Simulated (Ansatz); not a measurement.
System (SMILES): Cl (HCl).
Geometry (B3LYP-D3(BJ)/def2-TZVP, fixed):
```xyz
2

Cl     0.0000     0.0000    -0.0712
H      0.0000     0.0000     1.2108
```

Basis-set convergence of the dipole moment at CCSD(T) with Ansatz (an electronic-structure program). Dipoles come from the density behind the forces; the sign is taken along the dipole that this method gives in the largest set. The reference of a correlated method is not its basis-set limit, which lies further on. Cartesian d functions, on some or all atoms, in 6-31G**, 6-31+G*, 6-311G**; all else is spherical. Cores are frozen. No added dispersion term, no relativity. Reference: the value in aug-pcseg-3, 1.095 D, itself unsure by roughly 0.005 D (its mean distance from aug-cc-pV(Q+d)Z, def2-QZVPPD). Deviations are taken from unrounded values.

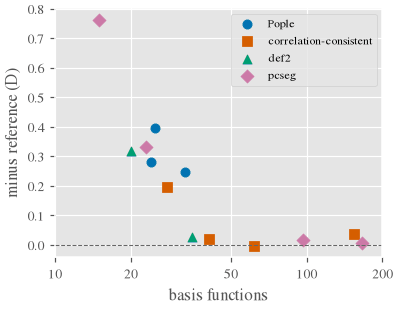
Figure. Deviation from the reference against the number of basis functions, by family of sets.

```tsv
basis	functions	dipole moment (D)	minus reference (D)
pcseg-0	15	1.858	0.763
def2-SV(P)	20	1.414	0.319
pcseg-1	23	1.426	0.331
6-31G**	24	1.376	0.281
6-31+G*	25	1.490	0.396
cc-pV(D+d)Z	28	1.291	0.196
6-311G**	33	1.342	0.248
def2-SVPD	35	1.122	0.027
aug-cc-pV(D+d)Z	41	1.114	0.020
jun-cc-pV(T+d)Z	62	1.091	-0.004
pcseg-3	97	1.112	0.017
cc-pV(5+d)Z	155	1.132	0.037
pcseg-4	166	1.102	0.007
```
